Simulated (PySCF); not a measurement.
## Excited-state calculation, with input and output: C₃H₇FOSi

The run: excited-state calculation of C₃H₇FOSi, SMILES CO[C@@]1(F)C[SiH2]1. Method and program: TDDFT LC-wPBE/6-311+G(2d,p), vertical, gas phase, core orbitals frozen in the response (PySCF 2.14.0).

The geometry comes from this level: GFN2-xTB. It belongs to a series of runs on one base structure; here: LC-wPBE/6-311+G(2d,p); 12 states.

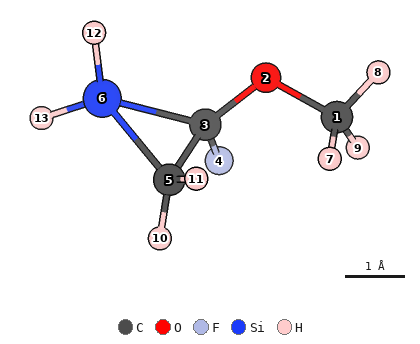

*The structure (ball-and-stick view, seen on its broad side; atoms are numbered from 1 in the order of the input).*

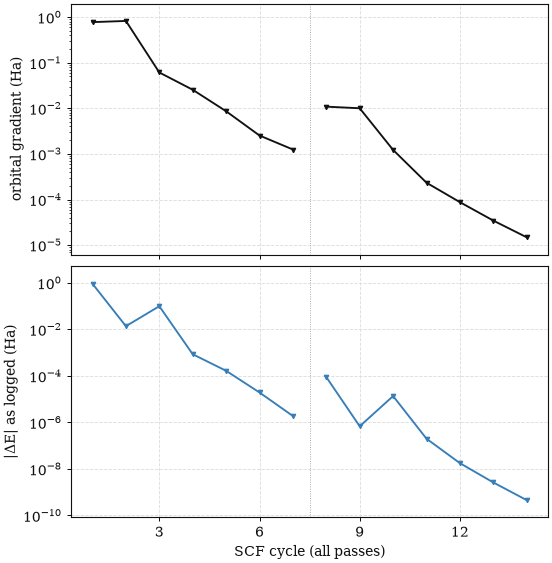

*Convergence of the self-consistent field: orbital gradient and size of the energy change against the SCF cycle. The dotted line marks the change from a coarse to the final integration grid.*

The first 7 cycles use a coarse grid, the final grid takes over at cycle 8, and the field converges after 14 cycles in all.

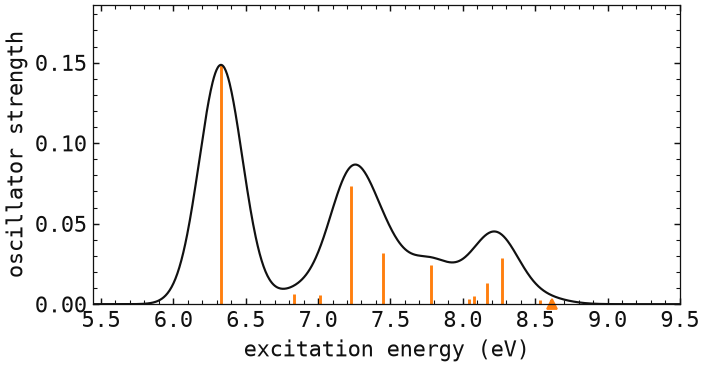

*Computed excitations as sticks (degenerate states added up, dark ones marked on the axis), with a Gaussian envelope of 0.35 eV full width at half maximum, scaled to the tallest.*

Of the 12 states the lowest lies at 6.33 eV (f = 0.149); the strongest line is at 6.33 eV, or 196 nm (f = 0.149).

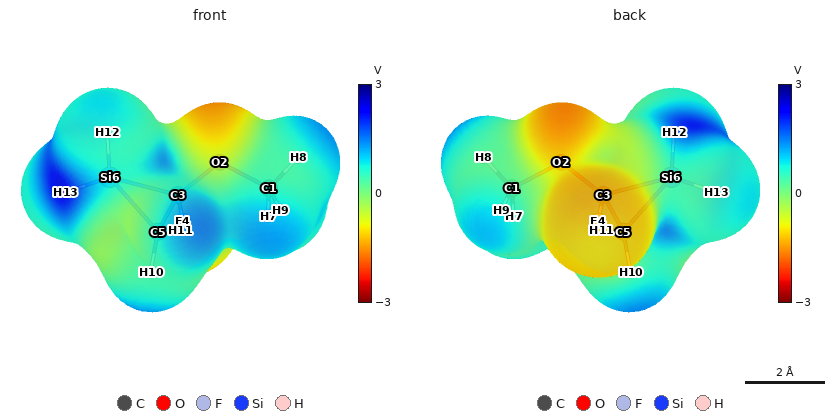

*The electrostatic potential painted on the density surface at 0.004 e/bohr³, seen at a tilt and from behind; the colour scale runs from red (negative) to blue (positive).*

Its dipole moment is 1.97 D.

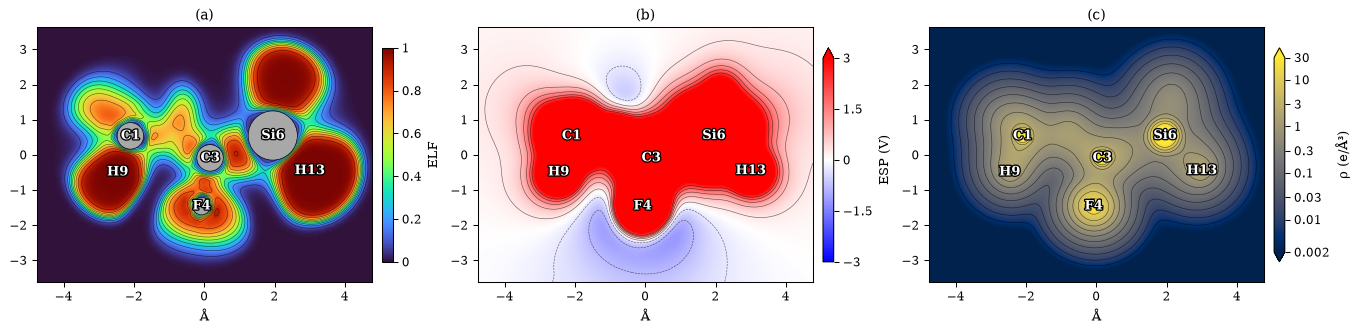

*(a) ELF; (b) electrostatic potential; (c) electron density on the plane of atoms C3, Si6 and H13. Grey discs, where drawn, cover atomic cores.*

The section cuts through C, F, Si and H sites. C–Si (1.90 Å): ρ at the midpoint is about 0.85 e/Å³; the ELF peaks at about 0.90 between the atoms, which marks localised, shared-pair bonding.

The input and output of the run follow.

**The input**
```
{"job": {"kind": "uv", "xc": "LC-wPBE", "basis": "6-311+G(2d,p)", "nstates": 12, "ntriplets": 0, "tda": false}, "charge": 0, "multiplicity": 1}
C      1.974906     0.468800     0.103267
O      0.851756     0.073987     0.883113
C     -0.364353     0.351366     0.327100
F     -0.573176     1.725490     0.241186
C     -0.824393    -0.396515    -0.929606
Si    -1.838100    -0.805331     0.615602
H      1.964471    -0.019199    -0.875988
H      2.854095     0.157791     0.662611
H      1.986281     1.553084    -0.034709
H     -1.237623     0.234188    -1.704995
H     -0.113910    -1.110426    -1.324524
H     -1.543229    -2.050237     1.293364
H     -3.141112    -0.182511     0.725851
```

The first line tells a small driver script what to run in PySCF; the rest is the geometry in Å.

Launched with:
```bash
OMP_NUM_THREADS=1 python <driver script> task.json out
```

**What the program printed**
```
coarse grid: 11400 points
cycle   1  E = -582.7309465554  dE =  9.091e-01  |g| = 7.758e-01  |ddm| = 2.950e+00
cycle   2  E = -582.7446228836  dE = -1.368e-02  |g| = 8.236e-01  |ddm| = 9.006e-01
cycle   3  E = -582.8433553581  dE = -9.873e-02  |g| = 6.107e-02  |ddm| = 4.360e-01
cycle   4  E = -582.8442062861  dE = -8.509e-04  |g| = 2.552e-02  |ddm| = 9.044e-02
cycle   5  E = -582.8443714258  dE = -1.651e-04  |g| = 8.621e-03  |ddm| = 3.846e-02
cycle   6  E = -582.8443907233  dE = -1.930e-05  |g| = 2.530e-03  |ddm| = 1.324e-02
cycle   7  E = -582.8443926033  dE = -1.880e-06  |g| = 1.249e-03  |ddm| = 4.719e-03
final grid: 105968 points
cycle   8  E = -582.8577504806  dE = -8.860e-05  |g| = 1.087e-02  |ddm| = 4.173e-02
cycle   9  E = -582.8577511617  dE = -6.811e-07  |g| = 1.002e-02  |ddm| = 1.000e-02
cycle  10  E = -582.8577646944  dE = -1.353e-05  |g| = 1.223e-03  |ddm| = 5.388e-03
cycle  11  E = -582.8577648932  dE = -1.989e-07  |g| = 2.334e-04  |ddm| = 8.448e-04
cycle  12  E = -582.8577649109  dE = -1.768e-08  |g| = 8.746e-05  |ddm| = 3.939e-04
cycle  13  E = -582.8577649135  dE = -2.617e-09  |g| = 3.449e-05  |ddm| = 1.343e-04
cycle  14  E = -582.8577649140  dE = -4.545e-10  |g| = 1.484e-05  |ddm| = 6.950e-05
converged SCF energy = -582.8577649140

Static polarisability (au): isotropic 65.835, principal 56.224 59.325 81.957

Singlet excitations
state   eV       nm        f      main configurations
  1   6.3290    195.9   0.14860   H->L 0.64, H->L+1 0.17
  2   6.8308    181.5   0.00612   H->L+13 0.15, H->L+11 0.14, H->L+10 0.13
  3   7.0135    176.8   0.00568   H->L+2 0.28, H->L+4 0.17, H->L+3 0.15
  4   7.2261    171.6   0.07317   H-1->L 0.48
  5   7.4508    166.4   0.03151   H->L+1 0.55, H->L 0.14, H->L+2 0.10
  6   7.7770    159.4   0.02449   H->L+6 0.21, H-1->L 0.13, H->L+2 0.13
  7   8.0442    154.1   0.00349   H-1->L+2 0.13, H-1->L+3 0.12, H-1->L+13 0.11
  8   8.0807    153.4   0.00500   H->L+3 0.39, H-1->L+2 0.15
  9   8.1706    151.7   0.01339   H->L+5 0.30, H->L+2 0.10
 10   8.2683    150.0   0.02838   H-1->L+2 0.14, H->L+3 0.14, H->L+4 0.11
 11   8.5362    145.2   0.00276   H-2->L 0.19, H->L+4 0.13, H-2->L+1 0.09
 12   8.6186    143.9   0.00106   H-2->L+2 0.20, H->L+4 0.08, H->L+7 0.08
```

**Summary**

- outcome: converged
- total energy: −582.857765 hartree
- HOMO: −9.59 eV
- LUMO: 1.26 eV
- dipole moment: 1.97 D
- mean polarisability: 65.84 a.u.
- lowest excitation: 6.33 eV
- hardware: 1 CPU thread, shared host
- wall time: 41 s
- peak memory: 0.87 GiB

Settings chosen away from the usual ones: LC-wPBE/6-311+G(2d,p); 12 states.
